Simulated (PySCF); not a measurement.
# Pb2O(OH)2: other functionals and bases at one geometry

How far do other levels of theory move the description of Pb2O(OH)2, and what does each cost? The species was built from a template and needn't be a known compound.

The runs use PySCF 2.14.0; several levels, as the steps say, no spin–orbit coupling.

4 further runs of the same task are left out: 2 for a known fault of the program, 2 that didn't finish.

### 1 The starting structure

7 atoms, charge 0, spin multiplicity 1.

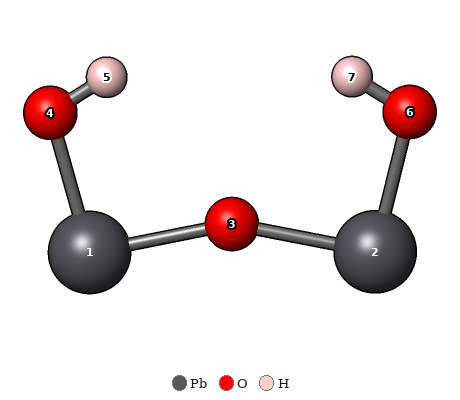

The structure; lead dark grey, oxygen red, hydrogen pink; atoms are numbered from 1 in the order of the file.

As a file:

```xyz
7

Pb   -1.2723    0.0000    2.0503
Pb   -1.2723    0.0000   -2.0503
O    -0.8632    0.0000    0.0000
O     0.7657    0.0000    2.5790
H     1.2829    0.0000    1.7617
O     0.7657    0.0000   -2.5790
H     1.2829    0.0000   -1.7617
```

Formal oxidation states: Pb +2. An earlier session relaxed this geometry at PBE0, Pb def2-SVP with ECP60, O def2-SVP, H def2-SVP (singlet, point group C2v).

At PBE0 on the finer grid: E = -612.257491 Eh, HOMO -6.81 eV, LUMO -2.02 eV, Mulliken charge on Pb1 +0.75 e, largest force component 0.023 eV/Å. 

Levels to run: HF; CAM-B3LYP; TPSS; r2SCAN; PBE0, TZVP; PBE0, x2c-SVP. Hardware: 2 threads of Arm Neoverse V2, shared host.

### 2 HF

run.py (the lines that set the calculation)

```python
mol = gto.M(atom='''
Pb    -1.27228     0.00000     2.05026
Pb    -1.27228     0.00000    -2.05026
O     -0.86316     0.00000     0.00000
O      0.76570     0.00000     2.57901
H      1.28286     0.00000     1.76166
O      0.76570     0.00000    -2.57901
H      1.28286     0.00000    -1.76166''',
    basis={'Pb': 'def2-SVP', 'O': 'def2-SVP', 'H': 'def2-SVP'},
    ecp={'Pb': 'def2-SVP'},
    charge=0, spin=0)
mf = scf.RHF(mol)
mf = mf.density_fit()  # fitting sets: Pb def2-universal-JKFIT, O def2-universal-JKFIT, H def2-universal-JKFIT
mf.conv_tol = 1e-08; mf.max_cycle = 55
mf.kernel(dm0)  # dm0: the density of the relaxed state
```

Run with:

```sh
$ OMP_NUM_THREADS=2 python run.py
```

Log:

```text
init E= -609.222578173064
  HOMO = -0.35546150787216  LUMO = 0.0281316317227496  gap/eV = 10.43810
cycle= 1 E= -609.26461859129  delta_E= -0.042  |g|= 0.0973  |ddm|= 0.693
  HOMO = -0.358466306913035  LUMO = 0.0228954020467315  gap/eV = 10.37738
cycle= 2 E= -609.267769393993  delta_E= -0.00315  |g|= 0.0467  |ddm|= 0.167
  HOMO = -0.363592460254579  LUMO = 0.0222821435450314  gap/eV = 10.50018
cycle= 3 E= -609.268426415964  delta_E= -0.000657  |g|= 0.0264  |ddm|= 0.0606
  HOMO = -0.362238144694394  LUMO = 0.0222671126487249  gap/eV = 10.46292
cycle= 4 E= -609.268652394079  delta_E= -0.000226  |g|= 0.00564  |ddm|= 0.0417
  HOMO = -0.362520272782326  LUMO = 0.0220961311260535  gap/eV = 10.46595
cycle= 5 E= -609.268669373412  delta_E= -1.7e-05  |g|= 0.00286  |ddm|= 0.00919
  HOMO = -0.362317882189897  LUMO = 0.022083722858676  gap/eV = 10.46010
cycle= 6 E= -609.268676188008  delta_E= -6.81e-06  |g|= 0.000839  |ddm|= 0.00712
  HOMO = -0.362156348388546  LUMO = 0.0221395898357834  gap/eV = 10.45723
cycle= 7 E= -609.268676961457  delta_E= -7.73e-07  |g|= 0.000234  |ddm|= 0.0025
  HOMO = -0.362126284890019  LUMO = 0.022134383053063  gap/eV = 10.45627
cycle= 8 E= -609.268677016772  delta_E= -5.53e-08  |g|= 3.47e-05  |ddm|= 0.000725
  HOMO = -0.362121031796251  LUMO = 0.0221358554753489  gap/eV = 10.45616
cycle= 9 E= -609.268677017781  delta_E= -1.01e-09  |g|= 8.78e-06  |ddm|= 9.16e-05
  HOMO = -0.362121140802568  LUMO = 0.0221359208401566  gap/eV = 10.45617
Extra cycle  E= -609.268677017839  delta_E= -5.78e-11  |g|= 4.19e-06  |ddm|= 1.56e-05
converged SCF energy = -609.268677017839
```

It took 2.5 s on 2 threads of Arm Neoverse V2, shared host.

Read off: E = -609.268677 Eh, HOMO -9.85 eV, LUMO 0.60 eV, Mulliken charge on Pb1 +1.04 e, largest force component 1.191 eV/Å. 

### 3 CAM-B3LYP

Edit run.py (the lines that set the calculation) of step 2 so:

```diff
@@ -11,3 +11,4 @@
     charge=0, spin=0)
-mf = scf.RHF(mol)
+mf = dft.RKS(mol, xc='CAMB3LYP')
+mf.grids.atom_grid = (75, 302)
 mf = mf.density_fit()  # fitting sets: Pb def2-universal-JKFIT, O def2-universal-JKFIT, H def2-universal-JKFIT
```

Run with:

```sh
$ OMP_NUM_THREADS=2 python run.py
```

Log:

```text
init E= -612.36009098154
  HOMO = -0.300102787241727  LUMO = -0.0410754090606282  gap/eV = 7.04849
cycle= 1 E= -612.360836479893  delta_E= -0.000745  |g|= 0.059  |ddm|= 0.133
  HOMO = -0.28901214115778  LUMO = -0.0421762035267186  gap/eV = 6.71675
cycle= 2 E= -612.359449797337  delta_E= 0.00139  |g|= 0.102  |ddm|= 0.105
  HOMO = -0.298537223923699  LUMO = -0.0426475515467395  gap/eV = 6.96311
cycle= 3 E= -612.361497607012  delta_E= -0.00205  |g|= 0.00942  |ddm|= 0.0687
  HOMO = -0.297980905340275  LUMO = -0.0425256244855028  gap/eV = 6.95129
cycle= 4 E= -612.361514296296  delta_E= -1.67e-05  |g|= 0.0032  |ddm|= 0.00814
  HOMO = -0.297866259782285  LUMO = -0.0424779870454479  gap/eV = 6.94947
cycle= 5 E= -612.361516597387  delta_E= -2.3e-06  |g|= 0.000479  |ddm|= 0.0032
  HOMO = -0.297919293991232  LUMO = -0.0425234206414729  gap/eV = 6.94968
cycle= 6 E= -612.361516684842  delta_E= -8.75e-08  |g|= 5.22e-05  |ddm|= 0.000954
  HOMO = -0.297917225359516  LUMO = -0.0425197882093542  gap/eV = 6.94972
cycle= 7 E= -612.361516686905  delta_E= -2.06e-09  |g|= 2.08e-05  |ddm|= 0.000149
  HOMO = -0.297912768217618  LUMO = -0.0425207245567769  gap/eV = 6.94957
Extra cycle  E= -612.361516686904  delta_E= 4.55e-13  |g|= 2.91e-05  |ddm|= 5.23e-05
converged SCF energy = -612.361516686904
```

Wall time 6.2 s (2 threads of Arm Neoverse V2, shared host).

Read off: E = -612.361517 Eh, HOMO -8.11 eV, LUMO -1.16 eV, Mulliken charge on Pb1 +0.74 e, largest force component 0.241 eV/Å. 

### 4 TPSS

Edit run.py (the lines that set the calculation) of step 3 so:

```diff
@@ -11,3 +11,3 @@
     charge=0, spin=0)
-mf = dft.RKS(mol, xc='CAMB3LYP')
+mf = dft.RKS(mol, xc='TPSS')
 mf.grids.atom_grid = (75, 302)
```

Run with:

```sh
$ OMP_NUM_THREADS=2 python run.py
```

Log:

```text
init E= -612.418985416739
  HOMO = -0.196771545616541  LUMO = -0.094305103900694  gap/eV = 2.78825
cycle= 1 E= -612.420616951764  delta_E= -0.00163  |g|= 0.0986  |ddm|= 0.281
  HOMO = -0.223965748729092  LUMO = -0.0950379289823242  gap/eV = 3.50830
cycle= 2 E= -612.397473460592  delta_E= 0.0231  |g|= 0.332  |ddm|= 0.366
  HOMO = -0.204375782953703  LUMO = -0.0940797275011439  gap/eV = 3.00131
cycle= 3 E= -612.423108147559  delta_E= -0.0256  |g|= 0.0319  |ddm|= 0.247
  HOMO = -0.20484601337918  LUMO = -0.0941751499942296  gap/eV = 3.01151
cycle= 4 E= -612.423185060459  delta_E= -7.69e-05  |g|= 0.0313  |ddm|= 0.0465
  HOMO = -0.203443760882159  LUMO = -0.0941228111075544  gap/eV = 2.97477
cycle= 5 E= -612.423405387814  delta_E= -0.00022  |g|= 0.00139  |ddm|= 0.024
  HOMO = -0.203452900371658  LUMO = -0.0941255814019645  gap/eV = 2.97495
cycle= 6 E= -612.423405947548  delta_E= -5.6e-07  |g|= 0.00023  |ddm|= 0.00221
  HOMO = -0.203438632305049  LUMO = -0.0941237727489364  gap/eV = 2.97461
cycle= 7 E= -612.423405959102  delta_E= -1.16e-08  |g|= 6.18e-05  |ddm|= 0.000239
  HOMO = -0.203441628502335  LUMO = -0.0941231872032501  gap/eV = 2.97471
cycle= 8 E= -612.423405960125  delta_E= -1.02e-09  |g|= 5.86e-06  |ddm|= 6.25e-05
  HOMO = -0.203443053505806  LUMO = -0.0941235983245881  gap/eV = 2.97473
Extra cycle  E= -612.423405960016  delta_E= 1.08e-10  |g|= 2.29e-05  |ddm|= 2.43e-05
converged SCF energy = -612.423405960016
```

Wall time 7.1 s (2 threads of Arm Neoverse V2, shared host).

Result: E = -612.423406 Eh, HOMO -5.54 eV, LUMO -2.56 eV, Mulliken charge on Pb1 +0.67 e, largest force component 0.610 eV/Å. 

### 5 r2SCAN

Edit run.py (the lines that set the calculation) of step 4 so:

```diff
@@ -11,3 +11,3 @@
     charge=0, spin=0)
-mf = dft.RKS(mol, xc='TPSS')
+mf = dft.RKS(mol, xc='R2SCAN')
 mf.grids.atom_grid = (75, 302)
```

Run with:

```sh
$ OMP_NUM_THREADS=2 python run.py
```

Log:

```text
init E= -612.575826663305
  HOMO = -0.209241016175282  LUMO = -0.0954920708885962  gap/eV = 3.09527
cycle= 1 E= -612.576869965472  delta_E= -0.00104  |g|= 0.0444  |ddm|= 0.173
  HOMO = -0.220102717017551  LUMO = -0.0944768209978634  gap/eV = 3.41845
cycle= 2 E= -612.57274766848  delta_E= 0.00412  |g|= 0.14  |ddm|= 0.172
  HOMO = -0.211906260105751  LUMO = -0.0942634865650751  gap/eV = 3.20122
cycle= 3 E= -612.577450688615  delta_E= -0.0047  |g|= 0.0125  |ddm|= 0.106
  HOMO = -0.212181288291553  LUMO = -0.0945308819728901  gap/eV = 3.20143
cycle= 4 E= -612.577469332628  delta_E= -1.86e-05  |g|= 0.0124  |ddm|= 0.0199
  HOMO = -0.211635793665802  LUMO = -0.094557853921728  gap/eV = 3.18585
cycle= 5 E= -612.57750441982  delta_E= -3.51e-05  |g|= 0.000753  |ddm|= 0.00957
  HOMO = -0.211589886356725  LUMO = -0.0945396251786388  gap/eV = 3.18510
cycle= 6 E= -612.577504537221  delta_E= -1.17e-07  |g|= 6.91e-05  |ddm|= 0.000645
  HOMO = -0.2115875869727  LUMO = -0.0945365967619441  gap/eV = 3.18512
cycle= 7 E= -612.577504538456  delta_E= -1.24e-09  |g|= 1.55e-05  |ddm|= 8.31e-05
  HOMO = -0.211589823187544  LUMO = -0.0945355178755355  gap/eV = 3.18521
Extra cycle  E= -612.577504538037  delta_E= 4.2e-10  |g|= 4.53e-05  |ddm|= 5.39e-05
converged SCF energy = -612.577504538037
```

Run time: 6.8 s. Hardware: 2 threads of Arm Neoverse V2, shared host.

Result: E = -612.577505 Eh, HOMO -5.76 eV, LUMO -2.57 eV, Mulliken charge on Pb1 +0.73 e, largest force component 0.193 eV/Å. 

### 6 PBE0, TZVP

Basis: Pb def2-TZVP with ECP60, O def2-TZVP, H def2-TZVP. 

Edit run.py (the lines that set the calculation) of step 5 so:

```diff
@@ -8,6 +8,6 @@
 H      1.28286     0.00000    -1.76166''',
-    basis={'Pb': 'def2-SVP', 'O': 'def2-SVP', 'H': 'def2-SVP'},
-    ecp={'Pb': 'def2-SVP'},
+    basis={'Pb': 'def2-TZVP', 'O': 'def2-TZVP', 'H': 'def2-TZVP'},
+    ecp={'Pb': 'def2-TZVP'},
     charge=0, spin=0)
-mf = dft.RKS(mol, xc='R2SCAN')
+mf = dft.RKS(mol, xc='PBE0')
 mf.grids.atom_grid = (75, 302)
@@ -15,2 +15,2 @@
 mf.conv_tol = 1e-08; mf.max_cycle = 55
-mf.kernel(dm0)  # dm0: the density of the relaxed state
+mf.kernel(dm0)  # dm0: free metal ions and neutral atoms
```

Run with:

```sh
$ OMP_NUM_THREADS=2 python run.py
```

Log:

```text
init E= -629.624547994234
  HOMO = 0.0139112508371197  LUMO = 0.0245613725773311  gap/eV = 0.28980
cycle= 1 E= -593.121034085331  delta_E= 36.5  |g|= 7.05  |ddm|= 11.5
  HOMO = -0.788745473412444  LUMO = -0.783773275016783  gap/eV = 0.13530
cycle= 2 E= -495.502449806374  delta_E= 97.6  |g|= 22.6  |ddm|= 17.5
  HOMO = -0.918364868174365  LUMO = -0.827206215529223  gap/eV = 2.48055
cycle= 3 E= -596.215439666946  delta_E= -101  |g|= 8.71  |ddm|=   11
  HOMO = -0.359504315802052  LUMO = -0.322882449073976  gap/eV = 0.99653
cycle= 4 E= -609.284848788714  delta_E= -13.1  |g|=  3.8  |ddm|= 5.57
  HOMO = -0.301891548277212  LUMO = -0.120439249660162  gap/eV = 4.93757
cycle= 5 E= -612.125399965917  delta_E= -2.84  |g|= 1.31  |ddm|= 2.91
  HOMO = -0.177676853879049  LUMO = -0.0814019119588529  gap/eV = 2.61977
cycle= 6 E= -612.207286346595  delta_E= -0.0819  |g|= 1.36  |ddm|= 1.59
  HOMO = -0.240624420880411  LUMO = -0.0902577128434727  gap/eV = 4.09169
cycle= 7 E= -612.424261049237  delta_E= -0.217  |g|= 0.853  |ddm|= 1.26
  HOMO = -0.262237642155089  LUMO = -0.0817955205647461  gap/eV = 4.91008
cycle= 8 E= -612.568211087287  delta_E= -0.144  |g|= 0.132  |ddm|= 0.532
  HOMO = -0.257088089453706  LUMO = -0.0784075335067009  gap/eV = 4.86215
cycle= 9 E= -612.570923540408  delta_E= -0.00271  |g|= 0.0365  |ddm|= 0.104
  HOMO = -0.257880301674366  LUMO = -0.0785175471537125  gap/eV = 4.88071
cycle= 10 E= -612.571137759325  delta_E= -0.000214  |g|= 0.00747  |ddm|= 0.0312
  HOMO = -0.25825032239559  LUMO = -0.0786753272499337  gap/eV = 4.88648
cycle= 11 E= -612.571146248679  delta_E= -8.49e-06  |g|= 0.00298  |ddm|= 0.00636
  HOMO = -0.258497491110681  LUMO = -0.0786930266091802  gap/eV = 4.89273
cycle= 12 E= -612.5711478273  delta_E= -1.58e-06  |g|= 0.000732  |ddm|= 0.00225
  HOMO = -0.25844544876507  LUMO = -0.0786783275312203  gap/eV = 4.89171
cycle= 13 E= -612.571147941338  delta_E= -1.14e-07  |g|= 6.32e-05  |ddm|= 0.000567
  HOMO = -0.258440892925972  LUMO = -0.0786795832877031  gap/eV = 4.89155
cycle= 14 E= -612.571147942783  delta_E= -1.44e-09  |g|= 9.52e-06  |ddm|= 0.000106
  HOMO = -0.258439332211392  LUMO = -0.0786785578885357  gap/eV = 4.89154
Extra cycle  E= -612.571147942794  delta_E= -1.16e-11  |g|= 9.48e-06  |ddm|= 2.08e-05
converged SCF energy = -612.571147942794
```

It took 17 s on 2 threads of Arm Neoverse V2, shared host.

Result: E = -612.571148 Eh, HOMO -7.03 eV, LUMO -2.14 eV, Mulliken charge on Pb1 +0.82 e, largest force component 0.440 eV/Å. 

### 7 PBE0, x2c-SVP

Basis: Pb x2c-SVPall, O x2c-SVPall, H x2c-SVPall. All electrons are treated, with the spin-free X2C Hamiltonian.

run.py (the lines that set the calculation)

```python
mol = gto.M(atom='''
Pb    -1.27228     0.00000     2.05026
Pb    -1.27228     0.00000    -2.05026
O     -0.86316     0.00000     0.00000
O      0.76570     0.00000     2.57901
H      1.28286     0.00000     1.76166
O      0.76570     0.00000    -2.57901
H      1.28286     0.00000    -1.76166''',
    basis={'Pb': 'x2c-SVPall', 'O': 'x2c-SVPall', 'H': 'x2c-SVPall'},
    nucmod='G',
    charge=0, spin=0)
mf = dft.RKS(mol, xc='PBE0')
mf.grids.atom_grid = (99, 590)
mf = mf.density_fit()  # fitting sets: Pb AutoAux, O AutoAux, H AutoAux
mf = mf.sfx2c1e()
mf.conv_tol = 1e-08; mf.max_cycle = 55
mf.kernel(dm0)  # dm0: free metal ions and neutral atoms
```

Run with:

```sh
$ OMP_NUM_THREADS=2 python run.py
```

Log:

```text
init E= -42013.0596215851
  HOMO = 0.0815256974058718  LUMO = 0.090705818246124  gap/eV = 0.24980
cycle= 1 E= -41980.9091282439  delta_E= 32.2  |g|= 6.29  |ddm|= 7.84
  HOMO = -0.41878865864079  LUMO = -0.417699368920126  gap/eV = 0.02964
cycle= 2 E= -41911.0353972965  delta_E= 69.9  |g|= 17.1  |ddm|= 20.1
  HOMO = -0.615963240890362  LUMO = -0.514559502681062  gap/eV = 2.75934
cycle= 3 E= -41987.4691447301  delta_E= -76.4  |g|= 6.04  |ddm|= 16.8
  HOMO = -0.17100428572066  LUMO = -0.127559951721527  gap/eV = 1.18218
cycle= 4 E= -41994.5265764833  delta_E= -7.06  |g|= 2.08  |ddm|= 5.24
  HOMO = -0.23961470497566  LUMO = -0.111120286580729  gap/eV = 3.49651
cycle= 5 E= -41994.8370578671  delta_E= -0.31  |g|= 2.12  |ddm|= 3.71
  HOMO = -0.229233792255967  LUMO = -0.0906986775663845  gap/eV = 3.76973
cycle= 6 E= -41995.6928914208  delta_E= -0.856  |g|= 0.593  |ddm|=    2
  HOMO = -0.249352727031227  LUMO = -0.0749987868086959  gap/eV = 4.74441
cycle= 7 E= -41995.7605823675  delta_E= -0.0677  |g|= 0.0977  |ddm|= 0.503
  HOMO = -0.251745214063392  LUMO = -0.074526998247626  gap/eV = 4.82235
cycle= 8 E= -41995.7622040233  delta_E= -0.00162  |g|= 0.043  |ddm|= 0.111
  HOMO = -0.250577415885015  LUMO = -0.0745783538743892  gap/eV = 4.78918
cycle= 9 E= -41995.7625030016  delta_E= -0.000299  |g|= 0.00834  |ddm|= 0.0359
  HOMO = -0.251308878002808  LUMO = -0.0749235639345405  gap/eV = 4.79969
cycle= 10 E= -41995.7625194647  delta_E= -1.65e-05  |g|= 0.00117  |ddm|= 0.00889
  HOMO = -0.251200328822907  LUMO = -0.074900555438306  gap/eV = 4.79736
cycle= 11 E= -41995.7625197508  delta_E= -2.86e-07  |g|= 0.00033  |ddm|= 0.00137
  HOMO = -0.251183444215527  LUMO = -0.0748839947729376  gap/eV = 4.79735
cycle= 12 E= -41995.7625197671  delta_E= -1.63e-08  |g|= 0.000136  |ddm|= 0.000439
  HOMO = -0.251190150898529  LUMO = -0.0748841159389024  gap/eV = 4.79753
cycle= 13 E= -41995.7625197714  delta_E= -4.28e-09  |g|= 2.16e-05  |ddm|= 0.000147
  HOMO = -0.251186443601402  LUMO = -0.0748847918920754  gap/eV = 4.79741
Extra cycle  E= -41995.7625197712  delta_E= 2.33e-10  |g|= 4.62e-05  |ddm|= 5.86e-05
converged SCF energy = -41995.7625197712
```

Run time: 67 s. Hardware: 2 threads of Arm Neoverse V2, shared host.

Read off: E = -41995.762520 Eh, HOMO -6.84 eV, LUMO -2.04 eV, Mulliken charge on Pb1 +0.77 e, largest force component 0.342 eV/Å. 

### 8 Results

| level | state | HOMO (eV) | gap (eV) | charge on Pb1 (e) | dipole (D) | largest force (eV/Å) | basis functions | time |
| --- | --- | --- | --- | --- | --- | --- | --- | --- |
| PBE0 (relaxed here) | singlet | -6.81 | 4.79 | 0.75 | 4.40 | 0.02 | 104 | 14 s |
| HF | singlet | -9.85 | 10.46 | 1.04 | 5.63 | 1.19 | 104 | 2.5 s |
| CAM-B3LYP | singlet | -8.11 | 6.95 | 0.74 | 4.48 | 0.24 | 104 | 6.2 s |
| TPSS | singlet | -5.54 | 2.97 | 0.67 | 3.78 | 0.61 | 104 | 7.1 s |
| r2SCAN | singlet | -5.76 | 3.19 | 0.73 | 4.02 | 0.19 | 104 | 6.8 s |
| PBE0, TZVP | singlet | -7.03 | 4.89 | 0.82 | 5.02 | 0.44 | 205 | 17 s |
| PBE0, x2c-SVP | singlet | -6.84 | 4.80 | 0.77 | 4.36 | 0.34 | 176 | 67 s |

Times are on 2 threads of Arm Neoverse V2, shared host; the first row also made further properties.

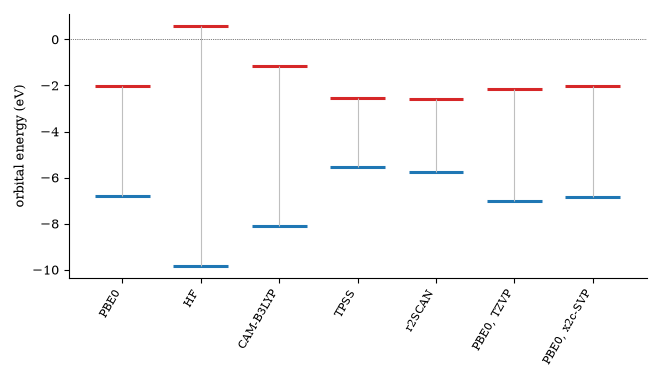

Highest filled and lowest empty level, method by method.

In one basis the HOMO–LUMO gap runs from 2.97 eV (TPSS) to 10.46 eV (HF). The largest leftover force, 1.19 eV/Å with HF, stands at a geometry relaxed at another level. The Mulliken charge on Pb spans +0.67 to +1.04 e over the levels. Total energies of different levels can't be compared. Spin–orbit coupling is left out throughout.
